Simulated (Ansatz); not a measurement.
**Scan of one atom of the cell for BN (zinc blende)**

Relaxed BN (zinc blende):

```xyz
2
Lattice="0.0000 1.8124 1.8124 1.8124 0.0000 1.8124 1.8124 1.8124 0.0000" Properties=species:S:1:pos:R:3 pbc="T T T"
N      2.7185     2.7185     2.7185
B      0.0000     0.0000     0.0000
```

In each cell atom 1 (N, nearest neighbour B at 1.570 Å; its periodic images, 2.6 Å or more away, move with it) moves by s·(0.000, 0.000, 1.000) (along Cartesian z), the rest being held.

These are PBE (plane waves to 420 eV, PAW, scalar-relativistic; Ansatz, a program for electronic structure) values and carry that method's errors. k mesh 13×13×13 (Γ-centred), Fermi-Dirac smearing 0.05 eV. The energy includes the smearing's −TS. BN was relaxed with its symmetry unable to fall. ΔE is measured from the undisplaced structure.

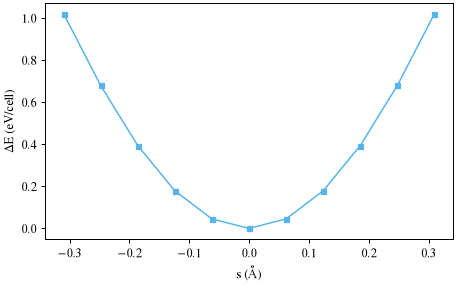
ΔE (eV/cell) against s (Å); markers are the computed points, lines only join them.

The force along the line at s = -0.310 Å is 5.86 eV/Å and the force constant k = d²E/ds² at s = 0 (finite differences) is 23.6 eV/Å². The zone-centre optical wavenumber from k (transverse: no LO-TO term) is 1026 cm⁻¹. Shape of the curve: a single well with its minimum at or next to zero displacement. Harmonic estimate at the end of the scan: ½ks² = 1136 meV/cell against the computed 1021 meV/cell, so the well is softer than harmonic there.

The forces along the line at the two nearest points give (1.454 − (-1.454)) / (2·0.062) = 23.45 eV/Å²; the next pair corrects for the finite step.

(A displaced cell: forces are minus the slopes of the energy, force constants its curvatures, and phonons follow from these.)
